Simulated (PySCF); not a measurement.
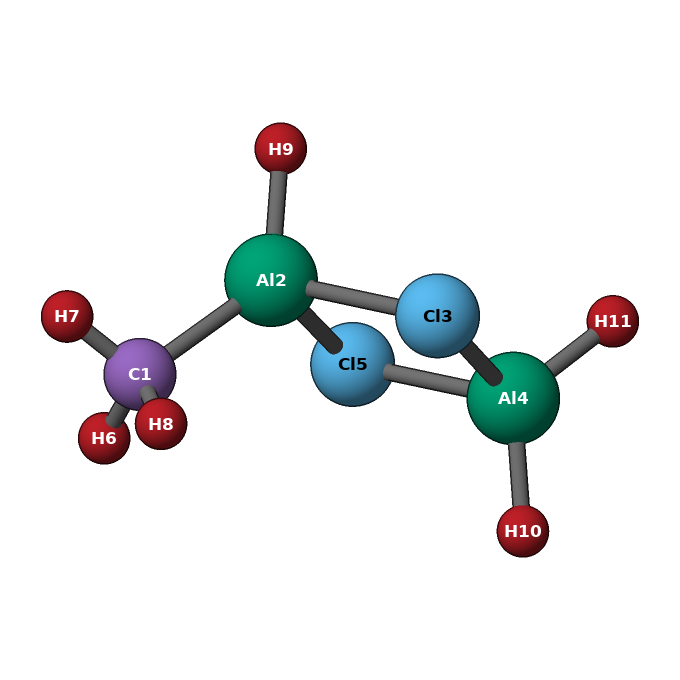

The questions are on isotropic NMR shieldings of the Al atoms. The geometry was computed by an optimisation with GFN2-xTB. No frequency run is at hand to confirm it as a minimum. Level of theory: GIAO PBE0/pcSseg-1 NMR shielding, non-relativistic, gas phase (PySCF 2.14.0).

Give the isotropic NMR shieldings of the Al atoms atom by atom.

```tsv
atom	σ (ppm)
Al2	399.8
Al4	412.9
```

The geometry is semi-empirical. Around Al such bond lengths and angles can be off by a tenth of an ångström or more and by several degrees, and values that hang on the shape move with them.
